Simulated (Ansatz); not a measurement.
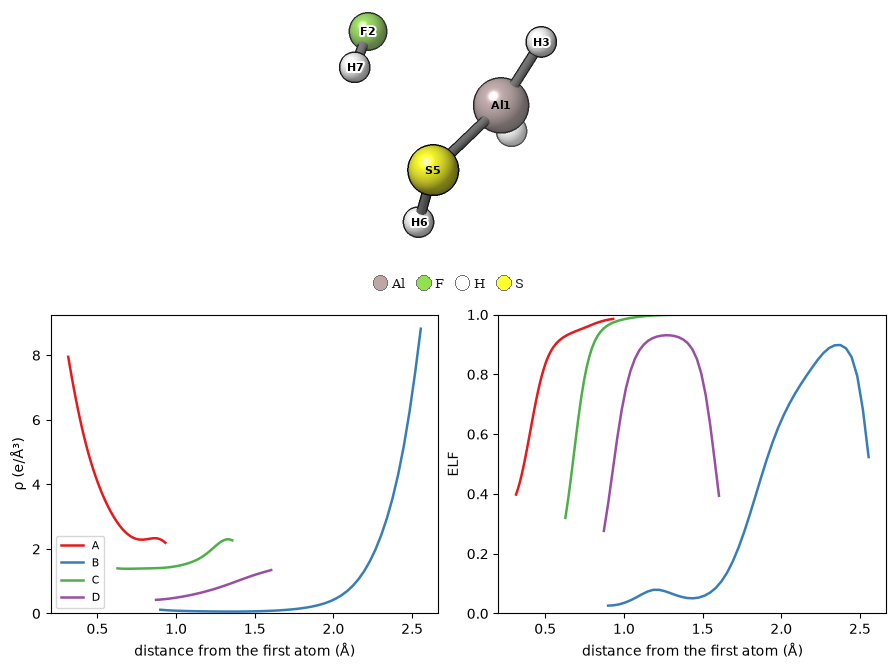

The picture shows: AlH$_{3}$S···HF. Total electron density and ELF along straight lines between neighbouring atoms. The curves leave out the atomic cores. The structure is drawn too.

The calculation used Ansatz, RKS B3LYP/def2-SVP.

The calculation's input:

```
crystal:
  periodic: [false, false, false]
  atoms:
    - { symbol: Al, position_ang: [0.0, 0.0, 0.0] }
    - { symbol: F, position_ang: [0.0, 0.0, 2.04] }
    - { symbol: H, position_ang: [1.351, 0.0, -0.78] }
    - { symbol: H, position_ang: [-1.351, 0.0, -0.78] }
    - { symbol: S, position_ang: [0.107, -2.427, 0.8072] }
    - { symbol: H, position_ang: [-0.6505, -3.2374, -0.0469] }
    - { symbol: H, position_ang: [0.0529, -1.1996, 1.9334] }
basis:
  gaussian: { orbitals: def2-SVP }
hamiltonian:
  xc: b3lyp
relax:
  f_tol: 0.15
  max_steps: 25
  restrain:
    - { distance: [0, 4], at: 2.26, k: 30.0 }
    - { distance: [6, 1], at: 0.92, k: 30.0 }
    - { distance: [0, 1], at: 2.89, k: 30.0 }
    - { distance: [6, 4], at: 2.6, k: 30.0 }
output:
  orbitals: {}
```

Run with:

```sh
ansatz run input.yaml --threads 1 --pin off --max-ram 2048MiB --backend cpu --events-out ev --progress --plain --runs-dir out
```

The fields are those of the relaxed geometry.

### Which curve belongs to which contact (Al–F, Al–S, F–H and S–H)? The first atom named is at distance zero.

Curve A: F–H (0.93 Å): ρ is about 4.6 e/Å³ halfway; the ELF climbs to about 1 towards the hydrogen, as it does in any bond to H (a covalent bond by its length). Curve B: Al1···F2 (2.88 Å): the density falls to about 0.06 e/Å³ on the way; the ELF is about 0.05 at the midpoint. Curve C: S–H (1.36 Å): the density is about 1.4 e/Å³ at the midpoint; the ELF climbs to about 1 towards the hydrogen. Curve D: Al–S (2.25 Å): ρ at the midpoint is about 0.61 e/Å³; the ELF peaks at about 0.95 in the valence shell of S, 1.0 Å from its nucleus, and is about 0.90 at the midpoint.
